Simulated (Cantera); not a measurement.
A closed system holds: 1 mol CuO, 1.1 mol H2, 40 mol N2, held at 10.0 mbar.

Method: chemical equilibrium by Gibbs-energy minimisation in Cantera with the NASA 1993 tables (ideal gas, pure condensed phases). Candidate condensed phases: Cu, CuO, Cu(OH)2, Cu2O, H2O; 27 gas species. The numbers say what is thermodynamically allowed, not how fast it happens.

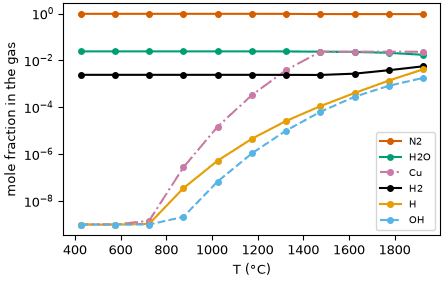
Figure: Equilibrium gas composition (values under 1e-9 drawn at 1e-9)

From 425 °C to 1025 °C the condensed part is Cu(s). From 1175 °C to 1325 °C the condensed part is Cu(l). From 1475 °C to 1925 °C nothing is condensed.
